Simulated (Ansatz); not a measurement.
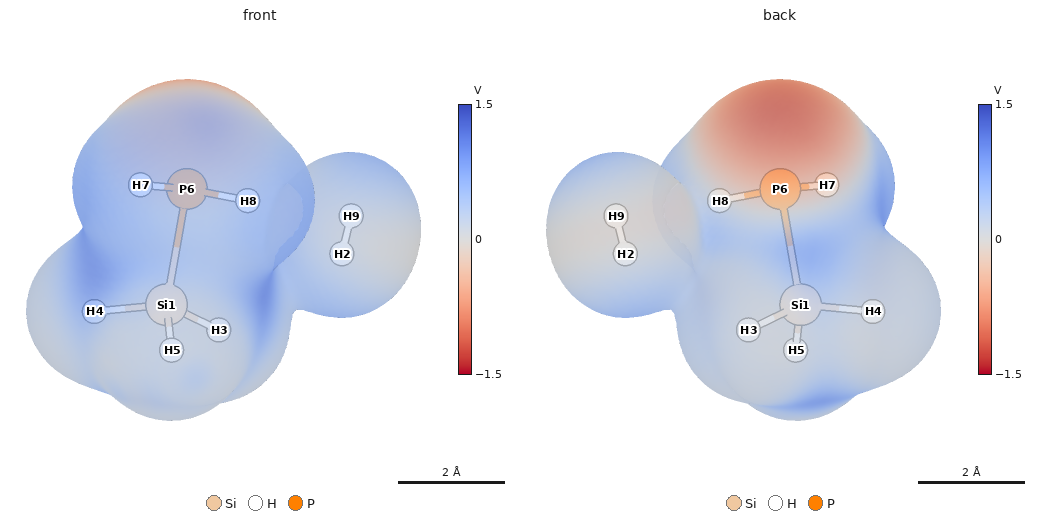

Figure 1: H$_{5}$PSi···H$_{2}$. The molecular electrostatic potential painted on the density surface at 0.002 e/bohr³, seen from the front and from behind; red is negative and blue positive.

The calculation used RKS PBE0-D4/6-31G* in Ansatz 0.2.0.

```xyz
9

Si   -0.6245   -0.0490   -0.5970
H     0.4583    0.0114    2.9187
H     0.6108    0.2451    0.1795
H    -0.7462    0.9474   -1.6971
H    -0.5021   -1.4108   -1.1905
P    -2.4041    0.2056    0.7722
H    -3.3376   -0.3633   -0.1394
H    -2.1983   -1.0176    1.4681
H    -0.0808    0.1191    3.4187
```

Which sites attract a positive test charge, and which a negative one?

A positive charge is drawn to the negative regions and a negative charge to the positive ones. The most negative region (about −1.0 V) lies over P6, the most positive (about +0.9 V) over Si1.
